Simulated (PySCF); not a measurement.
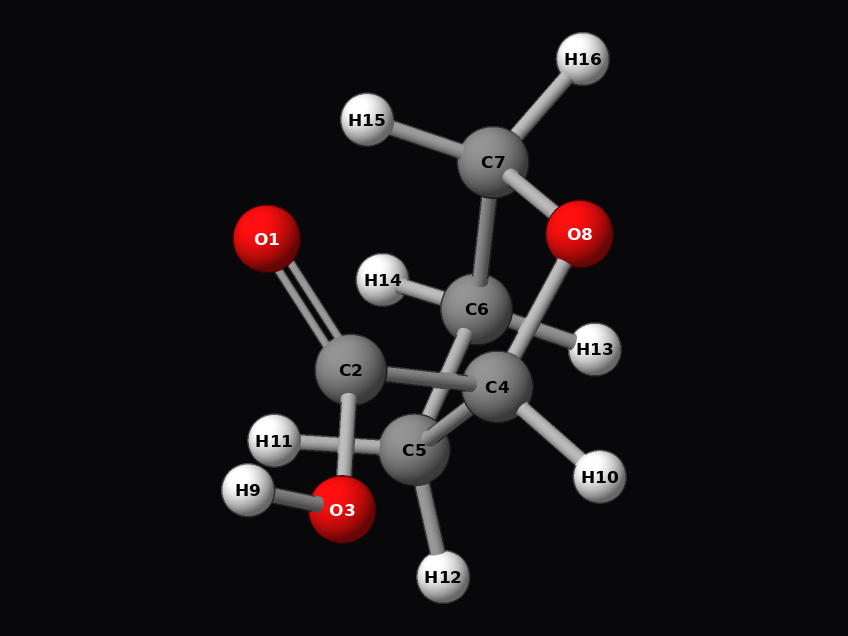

The questions are on isotropic NMR shieldings of the H atoms. Geometry: a frame of a GFN2-xTB molecular-dynamics simulation, not a minimum. Level of theory: GIAO PBE0/pcSseg-1 NMR shielding, non-relativistic, gas phase (PySCF 2.14.0).

Question: Which H atom is the most shielded (lowest chemical shift)?

Answer: H14 (31.21 ppm).

Question: Which H atom is the least shielded (highest chemical shift)?

Answer: H9 (24.86 ppm).

Question: How wide is the range of H shifts?

Answer: 6.35 ppm.

Give the isotropic NMR shieldings of the H atoms atom by atom.

```csv
atom,σ (ppm)
H9,24.86
H10,26.50
H11,30.29
H12,30.48
H13,31.04
H14,31.21
H15,28.26
H16,27.10
```
